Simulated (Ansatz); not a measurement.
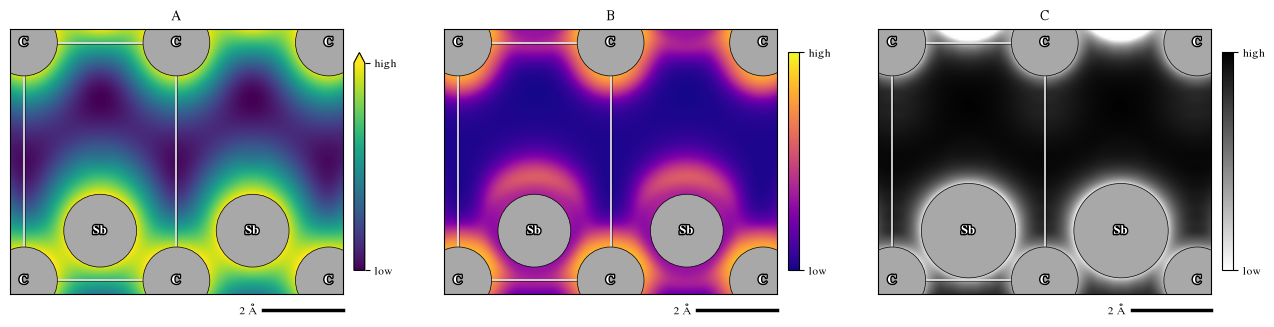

ZnSb₂C: 3 fields on the (100) plane of the conventional cell, with unlabelled colour scales. Grey discs cover the atomic cores.

Space group P-4m2; started from the II-IV-V2 ordering on zincblende lattice prototype, which need not be the ambient phase.

Level of theory: DFT, r2SCAN, plane waves, PAW (Ansatz 0.2.0).

Q: Which field does each panel show? The fields are: electron localisation function, electrostatic potential energy of an electron and valence pseudo-density.

A: Panel A: valence pseudo-density. Panel B: electron localisation function. Panel C: electrostatic potential energy of an electron (low next to the atoms, rising into the space between them). From the grid: Sb–C (2.28 Å): ρ at the midpoint is about 0.58 e/Å³; the ELF peaks at about 0.85 in the valence shell of C, 0.7 Å from its nucleus, and is about 0.55 at the midpoint.
